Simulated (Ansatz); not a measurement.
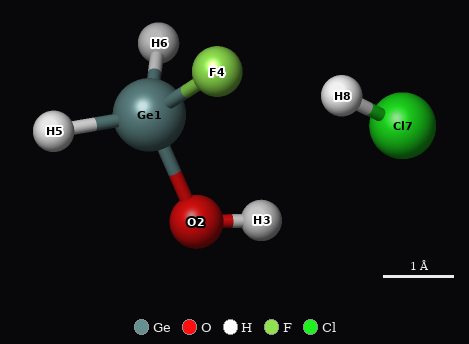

Fig. 1: The structure as given in the input (ball-and-stick view, seen at a tilt; atoms are numbered from 1 in the order of the input). Sticks mark near contacts. Bond lengths as drawn: Cl–H 1.29 Å, F–Ge 1.76 Å, Ge–H 1.52 Å, Ge–O 1.74 Å and H–O 0.96 Å.

## Nudged elastic band of GeH₄ClOF

System: GeH₄ClOF.
Method: RKS BHLYP-D4/def2-SVP (Ansatz 0.2.0).

One setting was made poor on purpose. It belongs to a series of runs on one base structure; here: band between the two ends. Figures and captions count atoms from 1; the log counts them from 0 in places.

### The program's output
```
Engine: ansatz 0.2.0, aarch64-unknown-linux-gnu
Functional definition: BHLYP
  parameter a = 0.5
  exchange = (1 - a)*b88_x + a*exact_x
  correlation = lyp_c
1013 factors; integrals over basis functions are off by at most 3.6e-4 eV
mean field evaluation 1: about -73849.9447 eV, gradient 5.1e1 eV
mean field evaluation 2: about -73847.7327 eV, gradient 6.3e1 eV
mean field evaluation 4: about -73854.1992 eV, gradient 1.9e0 eV
mean field evaluation 8: about -73854.2362 eV, gradient 8.9e-2 eV
mean field evaluation 16: about -73854.2362 eV, gradient 7.1e-5 eV
mean field -73854.23620300 eV, -2714.0931202609 hartree, gradient 7.1e-5 eV, S^2 0.000000; 0 other end points of the search recorded, 0 dependent functions left out
the calculation of the forces begins
reference -73854.23636157 eV, -2714.0931260884 hartree; 35, 35 occupied and 63, 63 virtual orbitals, 1013 factors
1012 factors; integrals over basis functions are off by at most 8.2e-4 eV
mean field evaluation 32: about -73854.5595 eV, gradient 7.6e-5 eV
mean field -73854.55948967 eV, -2714.1050008271 hartree, gradient 7.6e-5 eV, S^2 0.000000; 0 other end points of the search recorded, 0 dependent functions left out
[... from here on the field's lines of each further geometry are left out, up to the last ...]
NEB iter   1: max|band force component| = 3.732e1 eV/Å  barrier→ = 8.0491 eV  barrier← = 8.3832 eV  Δτ_max = 0.2000 Å  (132 SCF iters)
NEB iter   2: max|band force component| = 8.426e0 eV/Å  barrier→ = 1.3696 eV  barrier← = 1.7038 eV  Δτ_max = 0.1677 Å  (97 SCF iters)
NEB iter   3: max|band force component| = 4.398e0 eV/Å  barrier→ = 1.1662 eV  barrier← = 1.5003 eV  Δτ_max = 0.1948 Å  (90 SCF iters)
NEB iter   4: max|band force component| = 9.978e-1 eV/Å  barrier→ = 1.1064 eV  barrier← = 1.4405 eV  Δτ_max = 0.1997 Å  (90 SCF iters)
NEB iter   5: max|band force component| = 3.516e-1 eV/Å  barrier→ = 1.0505 eV  barrier← = 1.3846 eV  Δτ_max = 0.0458 Å  (92 SCF iters)
NEB iter   6: max|band force component| = 1.891e-1 eV/Å  barrier→ = 1.0353 eV  barrier← = 1.3694 eV  Δτ_max = 0.1095 Å  (96 SCF iters)
NEB iter   7: max|band force component| = 2.219e-1 eV/Å  barrier→ = 1.0299 eV  barrier← = 1.3641 eV  Δτ_max = 0.0550 Å  (94 SCF iters)
NEB iter   8: max|band force component| = 2.269e-1 eV/Å  barrier→ = 1.0234 eV  barrier← = 1.3575 eV  Δτ_max = 0.0276 Å  (91 SCF iters)
NEB iter   9: max|band force component| = 1.147e-1 eV/Å  barrier→ = 1.0158 eV  barrier← = 1.3499 eV  Δτ_max = 0.0276 Å  (97 SCF iters)
NEB iter  10: max|band force component| = 1.001e-1 eV/Å  barrier→ = 1.0100 eV  barrier← = 1.3441 eV  Δτ_max = 0.0276 Å  (97 SCF iters)
NEB iter  11: max|band force component| = 7.642e-2 eV/Å  barrier→ = 1.0046 eV  barrier← = 1.3387 eV  Δτ_max = 0.0276 Å  (97 SCF iters)
NEB iter  12: max|band force component| = 1.028e-1 eV/Å  barrier→ = 0.9990 eV  barrier← = 1.3332 eV  Δτ_max = 0.0138 Å  (95 SCF iters)
NEB iter  13: max|band force component| = 8.446e-2 eV/Å  barrier→ = 0.9962 eV  barrier← = 1.3303 eV  Δτ_max = 0.0138 Å  (91 SCF iters)
NEB iter  14: max|band force component| = 6.382e-2 eV/Å  barrier→ = 0.9936 eV  barrier← = 1.3278 eV  Δτ_max = 0.0138 Å  (98 SCF iters)
NEB iter  15: max|band force component| = 4.143e-2 eV/Å  barrier→ = 0.9914 eV  barrier← = 1.3255 eV  Δτ_max = 0.0276 Å  (90 SCF iters)
NEB iter  16: max|band force component| = 5.479e-2 eV/Å  barrier→ = 0.9878 eV  barrier← = 1.3220 eV  Δτ_max = 0.0138 Å  (96 SCF iters)
NEB iter  17: max|band force component| = 5.844e-2 eV/Å  barrier→ = 0.9848 eV  barrier← = 1.3190 eV  Δτ_max = 0.0069 Å  (90 SCF iters)
NEB iter  18: max|band force component| = 4.603e-2 eV/Å  barrier→ = 0.9841 eV  barrier← = 1.3183 eV  Δτ_max = 0.0069 Å  (73 SCF iters)
NEB iter  19: max|band force component| = 4.417e-2 eV/Å  barrier→ = 0.9837 eV  barrier← = 1.3179 eV  Δτ_max = 0.0138 Å  (74 SCF iters)
NEB iter  20: max|band force component| = 3.560e-2 eV/Å  barrier→ = 0.9838 eV  barrier← = 1.3180 eV  Δτ_max = 0.0275 Å  (99 SCF iters)
NEB iter  21: max|band force component| = 6.738e-2 eV/Å  barrier→ = 0.9868 eV  barrier← = 1.3209 eV  Δτ_max = 0.0137 Å  (96 SCF iters)
NEB iter  22: max|band force component| = 6.853e-2 eV/Å  barrier→ = 0.9893 eV  barrier← = 1.3234 eV  Δτ_max = 0.0138 Å  (91 SCF iters)
NEB iter  23: max|band force component| = 5.400e-2 eV/Å  barrier→ = 0.9916 eV  barrier← = 1.3257 eV  Δτ_max = 0.0138 Å  (92 SCF iters)
NEB iter  24: max|band force component| = 4.274e-2 eV/Å  barrier→ = 0.9928 eV  barrier← = 1.3269 eV  Δτ_max = 0.0138 Å  (91 SCF iters)
NEB iter  25: max|band force component| = 5.133e-2 eV/Å  barrier→ = 0.9940 eV  barrier← = 1.3281 eV  Δτ_max = 0.0069 Å  (99 SCF iters)
NEB iter  26: max|band force component| = 3.334e-2 eV/Å  barrier→ = 0.9934 eV  barrier← = 1.3276 eV  Δτ_max = 0.0069 Å  (73 SCF iters)
NEB iter  27: max|band force component| = 3.333e-2 eV/Å  barrier→ = 0.9932 eV  barrier← = 1.3273 eV  Δτ_max = 0.0034 Å  (73 SCF iters)
the calculation of the forces begins
reference -73854.15552387 eV, -2714.0901553578 hartree; 35, 35 occupied and 63, 63 virtual orbitals, 1012 factors
1015 factors; integrals over basis functions are off by at most 1.0e-3 eV
mean field evaluation 672: about -73853.2235 eV, gradient 1.3e-3 eV
mean field -73853.22345327 eV, -2714.0559023947 hartree, gradient 2.5e-5 eV, S^2 0.000000; 1 other end points of the search recorded, 0 dependent functions left out
the calculation of the forces begins
reference -73853.22360423 eV, -2714.0559079426 hartree; 35, 35 occupied and 63, 63 virtual orbitals, 1015 factors
NEB iter  28: max|band force component| = 2.685e-2 eV/Å  barrier→ = 0.9932 eV  barrier← = 1.3273 eV  Δτ_max = 0.0000 Å  (152 SCF iters)
```

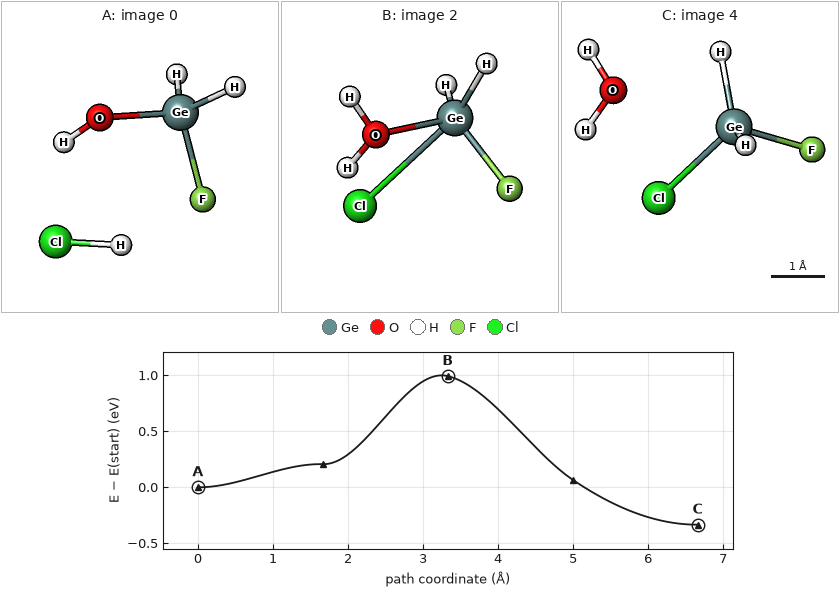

Fig. 2: Images of the last band (counted from 0; ball-and-stick, seen at a tilt) above the energy along the path; the line is a cubic interpolation that uses the forces. The highest image is number 2, 0.993 eV above the start and 1.327 eV above the end; the end lies 0.334 eV below the start. The path is 6.66 Å long. The band converged in 28 iterations.

```
Total energy: -73853.42335782 eV, -2714.0632487514 hartree
Atom 0 at     0.054905    -0.151358    -0.060511 Å, force     0.034009    -0.041364    -0.022974 eV/Å
Atom 1 at     0.014544    -0.137498     1.882222 Å, force    -0.020632     0.002225     0.063070 eV/Å
Atom 2 at    -0.802645    -0.013627     2.369962 Å, force    -0.017734     0.018560     0.049249 eV/Å
Atom 3 at     1.606808     0.419356    -0.496748 Å, force     0.017701    -0.006532    -0.061877 eV/Å
Atom 4 at    -0.799879     1.129600    -0.121913 Å, force     0.051149    -0.053055     0.040588 eV/Å
Atom 5 at    -0.596695    -1.240168    -0.885543 Å, force     0.015735    -0.020419    -0.006684 eV/Å
Atom 6 at     1.250709    -2.294717     0.994492 Å, force    -0.006494     0.077576    -0.092716 eV/Å
Atom 7 at     0.495553    -1.043090     2.032538 Å, force    -0.073736     0.023011     0.031343 eV/Å
Dipole moment:    -1.081580     0.501337     0.339261 e Å
this run last wrote the band of iteration 28 to [file]
```

### The last band as extended XYZ (Å, eV, eV/Å)
```
8
Properties=species:S:1:pos:R:3:forces:R:3 image=0 energy=-73854.41637
Ge   -0.3732    0.2226    0.0154    0.0067   0.0064  -0.0140
O    -0.7956    0.1835    1.7048    0.0033  -0.0113   0.0097
H    -0.5153   -0.6096    2.1650   -0.0026   0.0051   0.0034
F     1.3569   -0.0714   -0.0527   -0.0052   0.0030  -0.0004
H    -0.6020    1.6350   -0.4873    0.0017   0.0011   0.0011
H    -0.9808   -0.9118   -0.7972   -0.0028  -0.0049  -0.0016
Cl    1.3631   -2.3382    2.0009   -0.0016   0.0018   0.0000
H     1.7703   -1.4417    1.1656    0.0004  -0.0011   0.0017
8
Properties=species:S:1:pos:R:3:forces:R:3 image=1 energy=-73854.20976
Ge   -0.2459    0.2369   -0.1068    0.0053  -0.0056  -0.0027
O    -0.0779   -0.1252    1.6180    0.0062  -0.0028   0.0034
H    -0.8817   -0.2425    2.1212    0.0006   0.0060   0.0049
F     1.3939    0.3322   -0.6022    0.0023   0.0044  -0.0045
H    -0.8755    1.6096   -0.3068   -0.0005  -0.0073   0.0069
H    -0.9011   -0.9187   -0.8487    0.0025  -0.0032  -0.0026
Cl    1.6953   -2.6895    1.9009    0.0010   0.0016  -0.0082
H     1.1160   -1.5343    1.9388   -0.0175   0.0069   0.0028
8
Properties=species:S:1:pos:R:3:forces:R:3 image=2 energy=-73853.42321
Ge    0.0549   -0.1514   -0.0605    0.0340  -0.0414  -0.0230
O     0.0145   -0.1375    1.8822   -0.0206   0.0022   0.0631
H    -0.8026   -0.0136    2.3700   -0.0177   0.0186   0.0492
F     1.6068    0.4194   -0.4967    0.0177  -0.0065  -0.0619
H    -0.7999    1.1296   -0.1219    0.0511  -0.0531   0.0406
H    -0.5967   -1.2402   -0.8855    0.0157  -0.0204  -0.0067
Cl    1.2507   -2.2947    0.9945   -0.0065   0.0776  -0.0927
H     0.4956   -1.0431    2.0325   -0.0737   0.0230   0.0313
8
Properties=species:S:1:pos:R:3:forces:R:3 image=3 energy=-73854.34873
Ge    0.3058   -0.3069   -0.3302    0.1185  -0.0488  -0.1135
O    -0.3394   -0.2163    2.2283   -0.1392  -0.0204   0.1551
H    -1.0700   -0.1647    2.8359   -0.1130  -0.0580   0.1661
F     1.5132    0.2466   -1.4372   -0.0264  -0.0769  -0.3163
H    -0.2681    1.0033    0.1605    0.2197  -0.0310   0.1054
H    -0.6958   -1.2201   -1.0213   -0.0267   0.0247  -0.0879
Cl    1.5432   -1.7440    0.7698    0.0846   0.1852  -0.0835
H     0.2344   -0.9295    2.5086   -0.1174   0.0252   0.1746
8
Properties=species:S:1:pos:R:3:forces:R:3 image=4 energy=-73854.75051
Ge    0.4240   -0.2111   -0.2778   -0.0056   0.0099   0.0023
O    -0.5952   -0.2718    2.2389   -0.0031  -0.0017   0.0033
H    -1.3051   -0.8852    2.4235    0.0118   0.0035  -0.0019
F     1.0590   -0.1391   -1.8896    0.0031  -0.0023  -0.0042
H     0.4781    1.2141    0.2251    0.0009  -0.0023   0.0002
H    -0.8890   -0.9515   -0.4280   -0.0048  -0.0022   0.0000
Cl    1.8772   -1.4403    0.7536    0.0049  -0.0021   0.0041
H     0.1742   -0.6466    2.6687   -0.0072  -0.0029  -0.0038
```

This output came from the following input.

### Input
```yaml
crystal:
  periodic: [false, false, false]
  atoms:
    - { symbol: Ge, position_ang: [-0.373176, 0.222622, 0.015412] }
    - { symbol: O, position_ang: [-0.795611, 0.18353, 1.70485] }
    - { symbol: H, position_ang: [-0.515327, -0.609558, 2.164988] }
    - { symbol: F, position_ang: [1.356852, -0.071442, -0.052739] }
    - { symbol: H, position_ang: [-0.601973, 1.634988, -0.487337] }
    - { symbol: H, position_ang: [-0.980814, -0.911774, -0.797198] }
    - { symbol: Cl, position_ang: [1.363093, -2.338158, 2.000882] }
    - { symbol: H, position_ang: [1.770256, -1.44171, 1.165641] }
basis:
  gaussian: { orbitals: def2-SVP }
hamiltonian:
  xc: { name: BHLYP }
  dispersion: d4
neb:
  order_check: false
  images: 3
  f_tol: 0.03
  max_iterations: 60
  climbing: false
  final_atoms:
    - { symbol: Ge, position_ang: [0.42403932, -0.21108071, -0.27781806] }
    - { symbol: O, position_ang: [-0.59518539, -0.2717933, 2.23889638] }
    - { symbol: H, position_ang: [-1.30505061, -0.88523089, 2.42352439] }
    - { symbol: F, position_ang: [1.05902455, -0.13911949, -1.88960098] }
    - { symbol: H, position_ang: [0.47808593, 1.2140698, 0.2251442] }
    - { symbol: H, position_ang: [-0.88898879, -0.9514771, -0.42796758] }
    - { symbol: Cl, position_ang: [1.87718238, -1.44027767, 0.75359814] }
    - { symbol: H, position_ang: [0.17419261, -0.64659264, 2.66872251] }
  initial_path:
    images:
      - { positions_ang: [[-0.373176, 0.222622, 0.015412], [-0.795611, 0.18353, 1.70485], [-0.515327, -0.609558, 2.164988], [1.356852, -0.071442, -0.052739], [-0.601973, 1.634988, -0.487337], [-0.980814, -0.911774, -0.797198], [1.363093, -2.338158, 2.000882], [1.770256, -1.44171, 1.165641]] }
      - { positions_ang: [[-0.16747176, 0.12819564, 0.01443142], [-0.43765318, 0.05747804, 1.91627138], [-0.76034095, -0.4884165, 2.28230423], [1.50396756, -0.0041529, -0.2544144], [-0.63458743, 1.47795625, -0.48426642], [-0.8187226, -1.05874869, -0.7000553], [1.33936153, -2.16787813, 1.39200792], [1.19874684, -1.27593572, 1.54822017]] }
      - { positions_ang: [[0.03823248, 0.03376929, 0.01345084], [-0.07969535, -0.06857392, 2.12769276], [-1.00535491, -0.367275, 2.39962046], [1.65108311, 0.06313621, -0.4560898], [-0.66720186, 1.3209245, -0.48119584], [-0.6566312, -1.20572337, -0.6029126], [1.31563005, -1.99759825, 0.78313383], [0.62723767, -1.11016145, 1.93079934]] }
      - { positions_ang: [[0.2311359, -0.08865571, -0.13218361], [-0.33744037, -0.17018361, 2.18329457], [-1.15520276, -0.62625294, 2.41157243], [1.35505383, -0.03799164, -1.17284539], [-0.09455797, 1.26749715, -0.12802582], [-0.77280999, -1.07860024, -0.51544009], [1.59640621, -1.71893796, 0.76836599], [0.40071514, -0.87837705, 2.29976093]] }
      - { positions_ang: [[0.42403932, -0.21108071, -0.27781806], [-0.59518539, -0.2717933, 2.23889638], [-1.30505061, -0.88523089, 2.42352439], [1.05902455, -0.13911949, -1.88960098], [0.47808593, 1.2140698, 0.2251442], [-0.88898879, -0.9514771, -0.42796758], [1.87718238, -1.44027767, 0.75359814], [0.17419261, -0.64659264, 2.66872251]] }
```

Run as:
```bash
ansatz run input.yaml --threads 2 --pin off --max-ram 3072MiB --backend cpu --events-out ev --progress --plain --runs-dir out
```

### Key numbers

- outcome: converged
- barrier, forward: 0.993 eV
- barrier, backward: 1.327 eV
- hardware: 2 threads of Arm Neoverse V2, 24 GiB of memory available, shared host
- wall time: 3.1 min (CPU time 6 min)
- peak memory: 0.22 GiB

### Notes

A deliberately poor setting: few images. The order of the saddle point was not checked.
